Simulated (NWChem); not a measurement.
# C3HF2 (SMILES C#C[C](F)F) at 3 levels

Wanted: a comparison of 3 runs (UHF/STO-3G, UHF/3-21G, UB3LYP/6-31G*) of C3HF2. 

Program for the calculation: NWChem 7.3.0.

## (1) The system as given

The species is C3HF2 (6 atoms), meant as a doublet with charge 0. SMILES: `C#C[C](F)F`. The coordinates come from a GFN2-xTB relaxation.

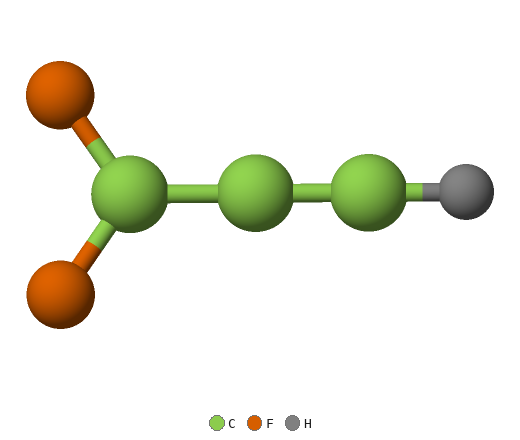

The structure, seen from a chosen angle (carbon green, fluorine orange, hydrogen grey).

## (2) Energy and forces at UHF/STO-3G (run 1)

run.py reads:

```python
from ase import Atoms
from ase.calculators.nwchem import NWChem

molecule = Atoms('CCCFFH', positions=[
    [-0.787000, 0.985710, 0.923950],
    [-0.177700, 0.215580, 0.203790],
    [0.508240, -0.635170, -0.594600],
    [0.221530, -1.925470, -0.736420],
    [1.551460, -0.285480, -1.340610],
    [-1.316520, 1.644840, 1.543900],
])

calc = NWChem(
    label='c3hf2',
    theory='scf',
    memory='2200 mb',
    basis='STO-3G',
    basispar='spherical bse',
    scf={'nopen': '1', 'uhf': None, 'thresh': '1e-08', 'maxiter': '80'},
)
molecule.calc = calc

forces = molecule.get_forces()
print(f"energy = {molecule.get_potential_energy():.6f} eV")
print("forces (eV/A):")
for s, f in zip(molecule.symbols, forces):
    print(f"{s:2s} {f[0]:10.5f} {f[1]:10.5f} {f[2]:10.5f}")
```

Launch:

```sh
$ export ASE_NWCHEM_COMMAND="nwchem PREFIX.nwi > PREFIX.nwo"
$ python run.py
```

Standard output:

```text
energy = -8401.237494 eV
forces (eV/A):
C     0.39513   -0.52291   -0.47545
C    -1.16630    1.48245    1.37811
C     0.52985   -0.67399   -0.61835
F    -0.54286   -1.59830   -0.02417
F     1.29532    0.66710   -0.85973
H    -0.51108    0.64571    0.59958
```

The calculator wrote c3hf2.nwi:

```
title "c3hf2"

permanent_dir c3hf2

scratch_dir c3hf2

start c3hf2

geometry units angstrom nocenter noautosym noautoz
  C  -7.8700000000000003e-01 9.8570999999999998e-01 9.2395000000000005e-01
  C  -1.7770000000000000e-01 2.1557999999999999e-01 2.0379000000000000e-01
  C  5.0824000000000003e-01 -6.3517000000000001e-01 -5.9460000000000002e-01
  F  2.2153000000000000e-01 -1.9254700000000000e+00 -7.3641999999999996e-01
  F  1.5514600000000001e+00 -2.8548000000000001e-01 -1.3406100000000001e+00
  H  -1.3165199999999999e+00 1.6448400000000001e+00 1.5439000000000001e+00
end

memory 2200 mb

basis spherical bse noprint
   * library STO-3G
end

scf
  nopen 1
  uhf
  thresh 1e-08
  maxiter 80
end

task scf gradient
```

c3hf2.nwo:

```text
Northwest Computational Chemistry Package (NWChem) 7.3.0
             --------------------------------------------------------

           Job information
           ---------------

    nwchem branch   = 7.3.0
    use scalapack   = T
    input           = c3hf2.nwi
    prefix          = c3hf2.
    data base       = c3hf2/c3hf2.db
    status          = startup
    nproc           =        1

           Memory information
           ------------------

    heap     =     72089596 doubles =      550.0 Mbytes
    stack    =     72089601 doubles =      550.0 Mbytes
    global   =    144179200 doubles =     1100.0 Mbytes (distinct from heap & stack)
    total    =    288358397 doubles =     2200.0 Mbytes
    verify   = yes
    hardfail = no

[... 38 lines left out ...]
            Nuclear Dipole moment (a.u.)
[... 80 lines left out ...]
 1-e energy   =    -723.989165
[... 7 lines left out ...]
         Quadratically convergent UHF
[... 14 lines left out ...]
       Final UHF  results
[... 3 lines left out ...]
      One electron energy =   -722.100997460500
[... 1 line left out ...]
 Nuclear repulsion energy =    147.493682358667
[... 38 lines left out ...]
          Final beta eigenvalues
[... 190 lines left out ...]
                     UHF Final Beta Molecular Orbital Analysis
[... 246 lines left out ...]
                 ----------------------------------------
                 |  Time  |  1-e(secs)   |  2-e(secs)   |
                 ----------------------------------------
                 |  CPU   |       0.00   |       0.11   |
                 ----------------------------------------
                 |  WALL  |       0.00   |       0.11   |
                 ----------------------------------------

 Task  times  cpu:        1.9s     wall:        1.9s
 Total times  cpu:        1.9s     wall:        1.9s
```

It took 3 s on 1 thread of Intel Xeon Platinum 8488C (Sapphire Rapids), shared host; peak memory 0.099 GiB.

## (3) Energy and forces at UHF/3-21G (run 2)

run.py reads:

```python
from ase import Atoms
from ase.calculators.nwchem import NWChem

mol = Atoms('CCCFFH', positions=[
    [-0.787000, 0.985710, 0.923950],
    [-0.177700, 0.215580, 0.203790],
    [0.508240, -0.635170, -0.594600],
    [0.221530, -1.925470, -0.736420],
    [1.551460, -0.285480, -1.340610],
    [-1.316520, 1.644840, 1.543900],
])

calc = NWChem(
    label='mol',
    theory='scf',
    memory='2200 mb',
    basis='3-21G',
    basispar='spherical bse',
    scf={'nopen': '1', 'uhf': None, 'thresh': '1e-08', 'maxiter': '80'},
)
mol.calc = calc

forces = mol.get_forces()
print(f"energy = {mol.get_potential_energy():.6f} eV")
print("forces (eV/A):")
for s, f in zip(mol.symbols, forces):
    print(f"{s:2s} {f[0]:10.5f} {f[1]:10.5f} {f[2]:10.5f}")
```

Launch:

```sh
$ export ASE_NWCHEM_COMMAND="nwchem PREFIX.nwi > PREFIX.nwo"
$ python run.py
```

Standard output:

```text
energy = -8469.324733 eV
forces (eV/A):
C    -0.06680    0.04746    0.06011
C     0.19520   -0.20862   -0.20800
C    -0.35908    0.43184    0.41847
F    -0.11339   -0.53942   -0.06705
F     0.43688    0.13930   -0.31702
H    -0.09277    0.12943    0.11349
```

The calculator wrote mol.nwi:

```
title "mol"

permanent_dir mol

scratch_dir mol

start mol

geometry units angstrom nocenter noautosym noautoz
  C  -7.8700000000000003e-01 9.8570999999999998e-01 9.2395000000000005e-01
  C  -1.7770000000000000e-01 2.1557999999999999e-01 2.0379000000000000e-01
  C  5.0824000000000003e-01 -6.3517000000000001e-01 -5.9460000000000002e-01
  F  2.2153000000000000e-01 -1.9254700000000000e+00 -7.3641999999999996e-01
  F  1.5514600000000001e+00 -2.8548000000000001e-01 -1.3406100000000001e+00
  H  -1.3165199999999999e+00 1.6448400000000001e+00 1.5439000000000001e+00
end

memory 2200 mb

basis spherical bse noprint
   * library 3-21G
end

scf
  nopen 1
  uhf
  thresh 1e-08
  maxiter 80
end

task scf gradient
```

mol.nwo:

```text
Northwest Computational Chemistry Package (NWChem) 7.3.0
             --------------------------------------------------------

           Job information
           ---------------

    nwchem branch   = 7.3.0
    use scalapack   = T
    input           = mol.nwi
    prefix          = mol.
    data base       = mol/mol.db
    status          = startup
    nproc           =        1

           Memory information
           ------------------

    heap     =     72089596 doubles =      550.0 Mbytes
    stack    =     72089601 doubles =      550.0 Mbytes
    global   =    144179200 doubles =     1100.0 Mbytes (distinct from heap & stack)
    total    =    288358397 doubles =     2200.0 Mbytes
    verify   = yes
    hardfail = no

[... 38 lines left out ...]
            Nuclear Dipole moment (a.u.)
[... 80 lines left out ...]
 1-e energy   =    -721.602402
[... 7 lines left out ...]
         Quadratically convergent UHF
[... 16 lines left out ...]
       Final UHF  results
[... 3 lines left out ...]
      One electron energy =   -721.891577826169
[... 1 line left out ...]
 Nuclear repulsion energy =    147.493682358667
[... 41 lines left out ...]
          Final beta eigenvalues
[... 207 lines left out ...]
                     UHF Final Beta Molecular Orbital Analysis
[... 259 lines left out ...]
                 ----------------------------------------
                 |  Time  |  1-e(secs)   |  2-e(secs)   |
                 ----------------------------------------
                 |  CPU   |       0.00   |       0.15   |
                 ----------------------------------------
                 |  WALL  |       0.00   |       0.15   |
                 ----------------------------------------

 Task  times  cpu:        2.5s     wall:        2.5s
 Total times  cpu:        2.5s     wall:        2.5s
```

Run time: 3.6 s. Hardware: 1 thread of Intel Xeon Platinum 8488C (Sapphire Rapids), shared host; peak memory 0.098 GiB.

## (4) Energy and gradient at UB3LYP/6-31G(d) (Cartesian functions) (run 3)

c3hf2.nw reads:

```
start c3hf2
title "C3HF2"
memory stack 880 mb heap 220 mb global 1100 mb

geometry noautosym nocenter noautoz
  C    -0.787000    0.985710    0.923950
  C    -0.177700    0.215580    0.203790
  C     0.508240   -0.635170   -0.594600
  F     0.221530   -1.925470   -0.736420
  F     1.551460   -0.285480   -1.340610
  H    -1.316520    1.644840    1.543900
end

basis
  * library 6-31G*
end

dft
  xc b3lyp
  mult 2
  grid xfine
  convergence energy 1e-08
  iterations 100
  mulliken
end

task dft gradient
```

Launch:

```sh
$ nwchem c3hf2.nw > c3hf2.out
```

Standard output:

```text
[...]
          Wavefunction type:  spin polarized.
          No. of atoms     :     6
          No. of electrons :    37
[...]
          Charge           :     0
          Spin multiplicity:     2
[...]
          AO basis - number of functions:    77
[...]
              XC Information
              --------------
                         B3LYP Method XC Potential
                     Hartree-Fock (Exact) Exchange  0.200
                        Slater Exchange Functional  0.800 local
                    Becke 1988 Exchange Functional  0.720 non-local
              Lee-Yang-Parr Correlation Functional  0.810
                  VWN I RPA Correlation Functional  0.190 local
[...]
 d= 0,ls=0.0,diis     1   -314.3153392314 -4.62D+02  1.47D-02  3.39D-01     2.9
[...]
 d= 0,ls=0.0,diis    14   -314.4572838206 -6.68D-09  4.87D-08  5.56D-12    41.7
[...]
         Total DFT energy =     -314.457283820627
      One electron energy =     -724.947155618273
           Coulomb energy =      300.501060978539
    Exchange-Corr. energy =      -37.504871539560
 Nuclear repulsion energy =      147.493682358667
[...]
      Total Density - Mulliken Population Analysis
     ---------------------------------------------
    Atom       Charge   Shell Charges
 -----------   ------   -------------------------------------------------------
    1 C    6     6.46   1.99  0.71  2.00  0.73  1.03 -0.00
    2 C    6     5.63   1.99  0.70  2.08  0.48  0.38 -0.01
    3 C    6     5.68   1.99  0.68  1.94  0.40  0.60  0.07
    4 F    9     9.22   1.99  0.96  3.31  0.95  1.95  0.06
    5 F    9     9.22   1.99  0.96  3.31  0.95  1.95  0.06
    6 H    1     0.79   0.51  0.28
[...]
      <S2> =      0.7689 (Exact =     0.7500)
[...]
  wavefunction    = open shell
                         DFT ENERGY GRADIENTS
    atom               coordinates                        gradient
                 x          y          z           x          y          z
   1 C      -1.487214   1.862722   1.746012    0.001774  -0.001801  -0.001930
   2 C      -0.335804   0.407387   0.385107   -0.006701   0.007862   0.007549
   3 C       0.960434  -1.200297  -1.123631   -0.004389   0.005698   0.005229
   4 F       0.418631  -3.638611  -1.391632    0.000956  -0.001171  -0.001082
   5 F       2.931834  -0.539479  -2.533386    0.000928  -0.001181  -0.001062
   6 H      -2.487862   3.108297   2.917548    0.007431  -0.009406  -0.008704
[...]
```

Run time: 47 s. Hardware: 1 thread of Intel Xeon Platinum 8488C (Sapphire Rapids), shared host; peak memory 0.14 GiB.

## (5) Overview of the runs

| run | level | Cartesian functions | iteration cap | energy (Eh) | dipole moment (D) | HOMO energy (eV) | LUMO energy (eV) | wall time |
| --- | --- | --- | --- | --- | --- | --- | --- | --- |
| 1 | UHF/STO-3G | no | 80 | -308.739786 | 1.42 | -7.22 | 6.82 | 3 s |
| 2 | UHF/3-21G | no | 80 | -311.241946 | 2.65 | -9.75 | 2.77 | 3.6 s |
| 3 | UB3LYP/6-31G* (Cartesian functions) | yes | 100 | -314.457284 | 1.53 | -5.33 | -2.11 | 47 s |

## (6) Summary of results

| quantity | value |
| --- | --- |
| run 3: total energy | -314.45728 Eh |
| run 3: dipole moment | 1.53 D |
| run 3: HOMO energy (highest over α and β) | -5.33 eV |
| run 3: LUMO energy (lowest over α and β) | -2.11 eV |
| run 3: ⟨S²⟩ | 0.769 |
| run 3: largest force on an atom | 0.762 eV/Å |

**Reading.** The dipole moment (its size) runs from 1.42 D (UHF/STO-3G) to 2.65 D (UHF/3-21G). In run 1 the basis is minimal, so the values are rough. Spin contamination of the reference: run 1 ⟨S²⟩ = 1.13, run 2 ⟨S²⟩ = 1.02. All runs together took 54 s, the longest 47 s.
